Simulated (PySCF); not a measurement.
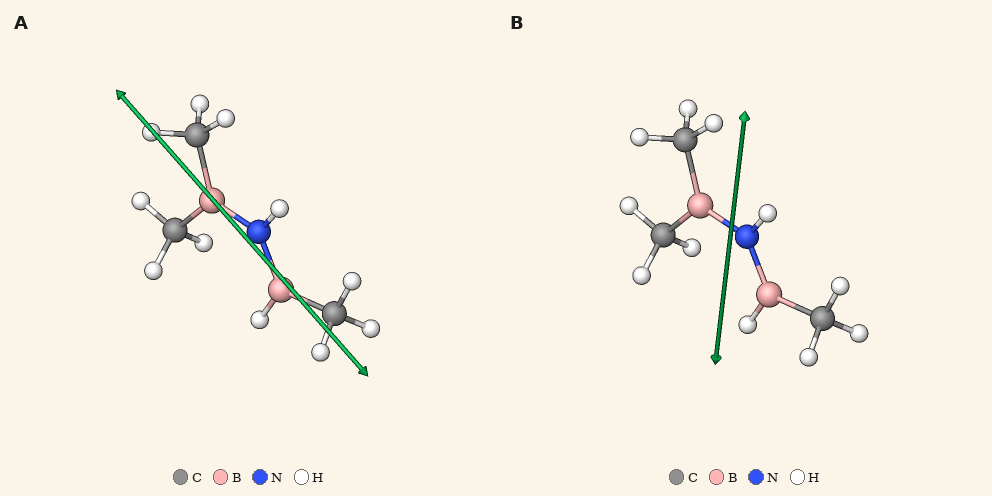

The double arrows show the directions of two transition dipoles from the ground state (lengths mean nothing). Computed geometry: GFN2-xTB optimisation. No frequency run is at hand to confirm it as a minimum. Level of theory: TDDFT ωB97X-D/def2-SVPD, vertical, gas phase, core orbitals frozen in the response (PySCF 2.14.0).

### One belongs to singlet state 3 and one to singlet state 5. Which is which?

A: state 3, 7.38 eV (168 nm), oscillator strength 0.41, mainly HOMO−2 → LUMO (weight 0.92).
B: state 5, 8.23 eV (151 nm), oscillator strength 0.051, mainly HOMO → LUMO+1 (weight 0.86).

The geometry is semi-empirical. Around B such bond lengths and angles can be off by a tenth of an ångström or more and by several degrees, and values that hang on the shape move with them.
